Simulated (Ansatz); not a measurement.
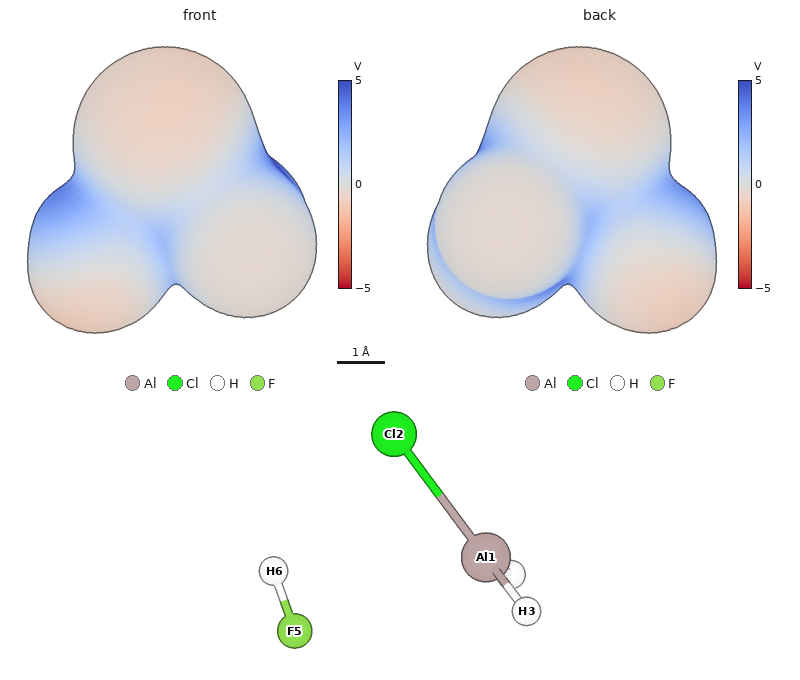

Figure. AlClH2···HF. The electrostatic potential painted on the density surface at 0.002 e/bohr³, seen from the front and from behind; red is negative and blue positive. The bare structure is drawn below in the same view.

Not at a stationary point (largest force 1.0 eV/Å).

Method: RHF/def2-SVP (Ansatz 0.2.0).

```tsv
atom	x (Å)	y (Å)	z (Å)
Al	-0.0072	0.2714	-0.0259
Cl	-0.0075	0.4103	2.1723
H	1.3920	0.3220	-0.7198
H	-1.4089	0.2756	-0.7171
F	0.0873	-2.4474	0.9229
H	0.0896	-2.1281	1.7784
```

Describe the electrostatic potential map.

The most negative region (about −0.8 V) lies over F5, the most positive (about +4.6 V) over Al1.
